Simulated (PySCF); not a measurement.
LiAs (triplet)

```json
{"atom": "Li", "x (Å)": "0.0000", "y (Å)": "0.0000", "z (Å)": "-2.2228"}
{"atom": "As", "x (Å)": "0.0000", "y (Å)": "0.0000", "z (Å)": "0.2082"}
```

Theory: PySCF, PBE0/pcseg-1, non-relativistic, at a bond length of 2.431 Å.

Predict the electron density, electron localisation function and spin density between the atoms.

Answer. Li–As (2.43 Å): ρ is about 0.39 e/Å³ halfway; the ELF peaks at about 0.90 in the valence shell of As, 1.2 Å from its nucleus, and is about 0.90 at the midpoint.
The unpaired spin (2 electrons) lies mostly on As2 (about 1.9) and Li1 (about 0.1), in electrons by Hirshfeld's partition.

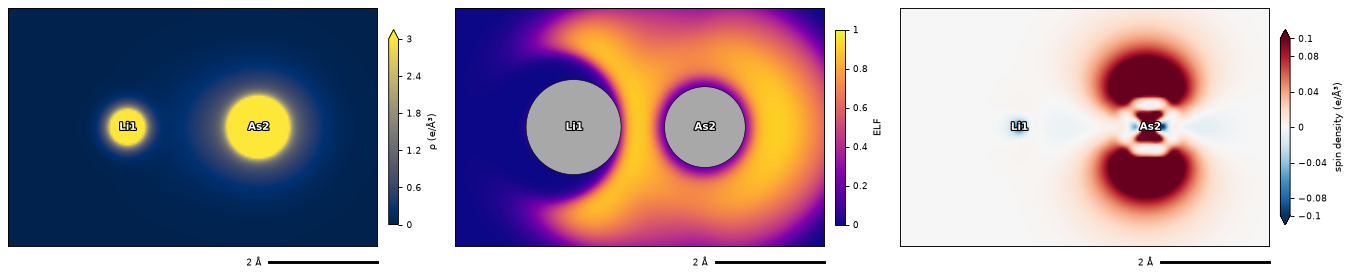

Computed electron density, electron localisation function and spin density on a plane that holds the molecular axis, in this order. Grey discs cover the atomic cores in the ELF map. 
